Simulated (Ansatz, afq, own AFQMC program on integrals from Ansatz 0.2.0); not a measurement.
# NHO (singlet): AFQMC on the coupled-cluster ladder at scale of all distances = 0.888, cc-pVDZ, part 1 of 2

Aim: compute NHO (singlet) with auxiliary-field quantum Monte Carlo on the same integrals as coupled cluster, and set the energies side by side.

Computed with Ansatz 0.2.0, Gaussian basis, and an in-house AFQMC program (afq) on its integrals; all values are calculated. Level: cc-pVDZ, frozen cores.

To be run: PBE (unrestricted); r2SCAN (unrestricted); PBE0 (unrestricted); B3LYP (unrestricted); wB97M-V (unrestricted); B2PLYP (unrestricted); CCSD(T) on RHF; CCSDT(Q) on RHF; Phaseless AFQMC, CISD trial on RHF; Free-projection AFQMC, single-determinant trial on RHF; UHF; CCSD(T) on UHF; CCSDT(Q) on UHF; Phaseless AFQMC, CISD trial on UHF; Free-projection AFQMC, single-determinant trial on UHF.

4 further runs of the same task are left out: 1 for a known fault of the program, 3 that didn't finish.

## 1. The geometry

The geometry derives from a PBE0/def2-TZVP stationary point (not a proven minimum). All distances are scaled together.

3 atoms, charge 0, spin multiplicity 1.

Atoms are counted from 1 here; the program's logs count them from 0.

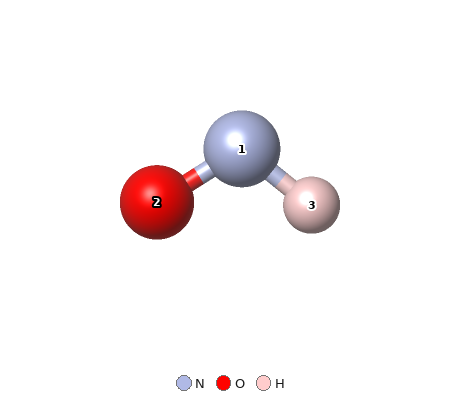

The geometry (nitrogen light blue, oxygen red, hydrogen pink); atoms are numbered from 1 in the order of the file.

## 2. PBE (unrestricted)

The input, in.yaml:

```yaml
crystal:
  periodic: [false, false, false]
  atoms:
    - {symbol: N, position_ang: [0.000000, -0.118917, 0.522576]}
    - {symbol: O, position_ang: [0.000000, 0.059357, -0.518864]}
    - {symbol: H, position_ang: [0.000000, 0.710318, 0.974214]}
basis:
  gaussian: {orbitals: cc-pVDZ}
magnetization: {spin_polarized: true, initial_magnetization: 0}
hamiltonian: {xc: {name: PBE}}
output: {orbitals: {seedname: orbitals}}
```

Started as:

```bash
$ ansatz run in.yaml --threads 1 --pin off --events-out ev --progress --plain --max-ram 1382MiB
```

Standard output:

```text
Functional definition: PBE
  name "PBE"
  cite "Perdew, Burke & Ernzerhof, Phys. Rev. Lett. 77, 3865 (1996) doi:10.1103/PhysRevLett.77.3865"
  parent pbe
  parameter kappa = 0.804
  parameter beta = 0.06672455060314922
  exchange = pbe_x(kappa = kappa, mu = beta*pi^2/3)
  correlation = pbe_c(beta = beta)
391 factors; their error is unknown
mean field evaluation 1: about -3542.9297 eV, gradient 2.2e1 eV
mean field evaluation 2: about -3542.2553 eV, gradient 2.6e1 eV
mean field evaluation 4: about -3544.9758 eV, gradient 2.5e0 eV
mean field evaluation 8: about -3544.9946 eV, gradient 2.4e-2 eV
mean field evaluation 16: about -3544.9637 eV, gradient 4.5e-1 eV
mean field evaluation 32: about -3542.9297 eV, gradient 2.2e1 eV
mean field -3544.97083538 eV, -130.2752753328 hartree, gradient 6.6e-6 eV, S^2 0.032358; 7 other end points of the search recorded, 0 dependent functions left out
reference -3544.97084911 eV, -130.2752758371 hartree; 8, 8 occupied and 25, 25 virtual orbitals, 391 factors
Total energy: -3544.97084911 eV, -130.2752758371 hartree
```

Wall time 2.2 s (1 thread of Arm Neoverse V1, shared host).

From the report: ⟨S²⟩ of the determinant 0.032 (pure singlet: 0.00).

## 3. r2SCAN (unrestricted)

in.yaml: that of step 2 with these lines changed.

```diff
@@ -9,3 +9,2 @@
 magnetization: {spin_polarized: true, initial_magnetization: 0}
-hamiltonian: {xc: {name: PBE}}
-output: {orbitals: {seedname: orbitals}}
+hamiltonian: {xc: {name: r2SCAN}}
```

Same command.

Standard output:

```text
Functional definition: r2SCAN
  name "r2SCAN"
  cite "Furness, Kaplan, Ning, Perdew & Sun, J. Phys. Chem. Lett. 11, 8208 (2020) doi:10.1021/acs.jpclett.0c02405"
  cite "Furness, Kaplan, Ning, Perdew & Sun, J. Phys. Chem. Lett. 11, 9248 (2020) doi:10.1021/acs.jpclett.0c03077"
  parent r2scan
  parameter k0 = 0.174
  parameter k1 = 0.065
  parameter a1 = 4.9479
  exchange = r2scan_x(k0 = k0, k1 = k1, a1 = a1)
  correlation = r2scan_c
391 factors; their error is unknown
mean field evaluation 1: about -3545.4008 eV, gradient 2.0e1 eV
mean field evaluation 2: about -3545.4469 eV, gradient 2.0e1 eV
mean field evaluation 4: about -3546.9404 eV, gradient 1.5e0 eV
mean field evaluation 8: about -3546.9261 eV, gradient 1.6e-2 eV
mean field evaluation 16: about -3546.9350 eV, gradient 4.0e-1 eV
mean field evaluation 32: about -3546.9261 eV, gradient 7.2e-6 eV
mean field -3546.93570634 eV, -130.3474830087 hartree, gradient 1.2e-5 eV, S^2 0.159423; 6 other end points of the search recorded, 0 dependent functions left out
reference -3546.93571038 eV, -130.3474831571 hartree; 8, 8 occupied and 25, 25 virtual orbitals, 391 factors
Total energy: -3546.93571038 eV, -130.3474831571 hartree
```

Wall time 4 s (1 thread of Arm Neoverse V1, shared host).

From the report: ⟨S²⟩ of the determinant 0.159 (pure singlet: 0.00).

## 4. PBE0 (unrestricted)

in.yaml: that of step 3 with these lines changed.

```diff
@@ -9,2 +9,3 @@
 magnetization: {spin_polarized: true, initial_magnetization: 0}
-hamiltonian: {xc: {name: r2SCAN}}
+hamiltonian: {xc: {name: PBE0}}
+output: {orbitals: {seedname: orbitals}}
```

The command is unchanged.

Standard output (excerpt; [...] marks lines left out):

```text
Functional definition: PBE0
  name "PBE0"
  cite "Adamo & Barone, J. Chem. Phys. 110, 6158 (1999) doi:10.1063/1.478522"
  cite "Perdew, Burke & Ernzerhof, Phys. Rev. Lett. 77, 3865 (1996) doi:10.1103/PhysRevLett.77.3865"
  parent pbe
[...]
309 factors; integrals over basis functions are off by at most 1.1e-3 eV
[...]
mean field -3545.07074788 eV, -130.2789470493 hartree, gradient 5.3e-6 eV, S^2 0.071476; 4 other end points of the search recorded, 0 dependent functions left out
reference -3545.07075852 eV, -130.2789474402 hartree; 8, 8 occupied and 25, 25 virtual orbitals, 309 factors
Total energy: -3545.07075852 eV, -130.2789474402 hartree
```

Wall time 1.5 s (1 thread of Arm Neoverse V1, shared host).

From the report: ⟨S²⟩ of the determinant 0.071 (pure singlet: 0.00).

## 5. B3LYP (unrestricted)

in.yaml: that of step 4 with these lines changed.

```diff
@@ -9,3 +9,2 @@
 magnetization: {spin_polarized: true, initial_magnetization: 0}
-hamiltonian: {xc: {name: PBE0}}
-output: {orbitals: {seedname: orbitals}}
+hamiltonian: {xc: {name: B3LYP}}
```

Same command.

Standard output (excerpt; [...] marks lines left out):

```text
Functional definition: B3LYP
  name "B3LYP"
  cite "Stephens, Devlin, Chabalowski & Frisch, J. Phys. Chem. 98, 11623 (1994) doi:10.1021/j100096a001"
  cite "Becke, Phys. Rev. A 38, 3098 (1988) doi:10.1103/PhysRevA.38.3098"
  cite "Lee, Yang & Parr, Phys. Rev. B 37, 785 (1988) doi:10.1103/PhysRevB.37.785"
  cite "Vosko, Wilk & Nusair, Can. J. Phys. 58, 1200 (1980) doi:10.1139/p80-159"
[...]
309 factors; integrals over basis functions are off by at most 1.1e-3 eV
[...]
mean field -3548.78457029 eV, -130.4154275055 hartree, gradient 3.2e-6 eV, S^2 0.000000; 1 other end points of the search recorded, 0 dependent functions left out
reference -3548.78468351 eV, -130.4154316663 hartree; 8, 8 occupied and 25, 25 virtual orbitals, 309 factors
Total energy: -3548.78468351 eV, -130.4154316663 hartree
```

Wall time 0.93 s (1 thread of Arm Neoverse V1, shared host).

From the report: ⟨S²⟩ of the determinant 0.000 (pure singlet: 0.00).

## 6. wB97M-V (unrestricted)

in.yaml: that of step 5 with these lines changed.

```diff
@@ -9,2 +9,3 @@
 magnetization: {spin_polarized: true, initial_magnetization: 0}
-hamiltonian: {xc: {name: B3LYP}}
+hamiltonian: {xc: {name: wB97M-V}}
+output: {orbitals: {seedname: orbitals}}
```

Launched as before.

Standard output (excerpt; [...] marks lines left out):

```text
Functional definition: wB97M-V
  name "wB97M-V"
  cite "Mardirossian & Head-Gordon, J. Chem. Phys. 144, 214110 (2016) doi:10.1063/1.4952647"
  cite "Becke, J. Chem. Phys. 107, 8554 (1997) doi:10.1063/1.475007"
  cite "Vydrov & Van Voorhis, J. Chem. Phys. 133, 244103 (2010) doi:10.1063/1.3521275"
  # Of w^i u^j: cxij and so on, Table III.
[...]
  gx(w, u) = 1 - cx + cx01*u + cx10*w
  gss(w, u) = css00 + css04*u^4 + css10*w + css20*w^2 + css43*w^4*u^3
  gos(w, u) = cos00 + cos10*w + (cos20 + cos21*u)*w^2 + (cos60 + cos61*u)*w^6
[...]
      + integral(e_c_pw_mod_opposite_spin*gos(b97_w_opposite, b97_u_opposite)) + vv10(b, c)
309 factors; integrals over basis functions are off by at most 1.1e-3 eV
75 factors; integrals over basis functions are off by at most 4.1e-6 eV
[...]
mean field -3547.86984217 eV, -130.3818118671 hartree, gradient 3.4e-5 eV, S^2 0.000000; 1 other end points of the search recorded, 0 dependent functions left out
reference -3547.86985818 eV, -130.3818124554 hartree; 8, 8 occupied and 25, 25 virtual orbitals, 309 factors
Total energy: -3547.86985818 eV, -130.3818124554 hartree
```

Run time: 2.2 s. Hardware: 1 thread of Arm Neoverse V1, shared host.

From the report: ⟨S²⟩ of the determinant 0.000 (pure singlet: 0.00).

## 7. B2PLYP (unrestricted)

in.yaml: that of step 6 with these lines changed.

```diff
@@ -9,3 +9,3 @@
 magnetization: {spin_polarized: true, initial_magnetization: 0}
-hamiltonian: {xc: {name: wB97M-V}}
-output: {orbitals: {seedname: orbitals}}
+hamiltonian: {xc: {name: B2PLYP}}
+correlation: {electrons: outside_noble_gas}
```

The command is unchanged.

Standard output (excerpt; [...] marks lines left out):

```text
Functional definition: B2PLYP
  name "B2PLYP"
  cite "Grimme, J. Chem. Phys. 124, 034108 (2006) doi:10.1063/1.2148954"
  cite "Becke, Phys. Rev. A 38, 3098 (1988) doi:10.1103/PhysRevA.38.3098"
  cite "Lee, Yang & Parr, Phys. Rev. B 37, 785 (1988) doi:10.1103/PhysRevB.37.785"
[...]
309 factors; integrals over basis functions are off by at most 1.1e-3 eV
[...]
mean field -3542.88133383 eV, -130.1984875670 hartree, gradient 1.7e-6 eV, S^2 0.071225; 4 other end points of the search recorded, 0 dependent functions left out
2 core orbitals not correlated: weight in the atoms' cores, before any rotation towards them, 1.000 or more for the frozen orbitals, at most 0.000 for the correlated occupied ones
reference -3542.88140625 eV, -130.1984902285 hartree; 6, 6 occupied and 25, 25 virtual orbitals, 309 factors
second order -10.44045817 eV of doubles, -0.00000000 eV of singles
Total energy: -3545.70032996 eV, -130.3020837639 hartree
```

Wall time 2 s (1 thread of Arm Neoverse V1, shared host).

From the report: ⟨S²⟩ of the determinant 0.071 (pure singlet: 0.00).

## 8. CCSD(T) on RHF

in.yaml: that of step 7 with these lines changed.

```diff
@@ -8,4 +8,3 @@
   gaussian: {orbitals: cc-pVDZ}
-magnetization: {spin_polarized: true, initial_magnetization: 0}
-hamiltonian: {xc: {name: B2PLYP}}
-correlation: {electrons: outside_noble_gas}
+magnetization: {spin_polarized: false}
+correlation: {method: ccsd_t, electrons: outside_noble_gas, hamiltonian_folder: ham}
```

The command is unchanged.

Standard output (excerpt; [...] marks lines left out):

```text
Functional definition: HF
  name "HF"
  cite "Fock, Z. Phys. 61, 126 (1930) doi:10.1007/BF01340294"
  parent pbe
[...]
309 factors; integrals over basis functions are off by at most 1.1e-3 eV
[...]
mean field -3530.85914666 eV, -129.7566803373 hartree, gradient 2.7e-6 eV, S^2 0.000000; 0 other end points of the search recorded, 0 dependent functions left out; unrestricted orbitals would lower it
2 core orbitals not correlated: weight in the atoms' cores, before any rotation towards them, 1.000 or more for the frozen orbitals, at most 0.000 for the correlated occupied ones
reference -3530.85914666 eV, -129.7566803373 hartree; 6, 6 occupied and 25, 25 virtual orbitals, 309 factors
second order -8.67971362 eV of doubles, -0.00000000 eV of singles
cycle   1  -8.83373104 eV  change   -1.5e-1 eV  update   5.7e-2
[...]
cycle  10  -9.10577110 eV  change   -8.1e-6 eV  update   1.3e-5
perturbative correction -0.22719977 eV, -0.0083494377 hartree
Total energy: -3540.19211753 eV, -130.0996606908 hartree
```

Run time: 0.27 s. Hardware: 1 thread of Arm Neoverse V1, shared host.

From the report: correlation -9.3330 eV; T1 0.011; largest double amplitude 0.12.

This run also writes the integrals to the folder ham.

## 9. CCSDT(Q) on RHF

in.yaml: that of step 8 with these lines changed.

```diff
@@ -9,2 +9,2 @@
 magnetization: {spin_polarized: false}
-correlation: {method: ccsd_t, electrons: outside_noble_gas, hamiltonian_folder: ham}
+correlation: {method: ccsdt_q, electrons: outside_noble_gas}
```

Same command.

Standard output (excerpt; [...] marks lines left out):

```text
Functional definition: HF
  name "HF"
  cite "Fock, Z. Phys. 61, 126 (1930) doi:10.1007/BF01340294"
  parent pbe
[...]
578 factors; integrals over basis functions are off by at most 1.4e-7 eV
[...]
mean field -3530.85918382 eV, -129.7566817033 hartree, gradient 2.7e-6 eV, S^2 0.000000; 0 other end points of the search recorded, 0 dependent functions left out; unrestricted orbitals would lower it
2 core orbitals not correlated: weight in the atoms' cores, before any rotation towards them, 1.000 or more for the frozen orbitals, at most 0.000 for the correlated occupied ones
reference -3530.85918382 eV, -129.7566817033 hartree; 6, 6 occupied and 25, 25 virtual orbitals, 578 factors
second order -8.67973913 eV of doubles, -0.00000000 eV of singles
cycle   1  -8.83373387 eV  change   -1.5e-1 eV  update   6.6e-2
[...]
cycle  16  -9.34295440 eV  change   -6.3e-7 eV  update   4.1e-7
perturbative correction -0.02610729 eV, -0.0009594252 hartree
Total energy: -3540.22824551 eV, -130.1009883697 hartree
```

Run time: 3.1 s. Hardware: 1 thread of Arm Neoverse V1, shared host.

From the report: correlation -9.3691 eV; T1 0.011; largest double amplitude 0.13.

(Continued in part 2 of 2.)
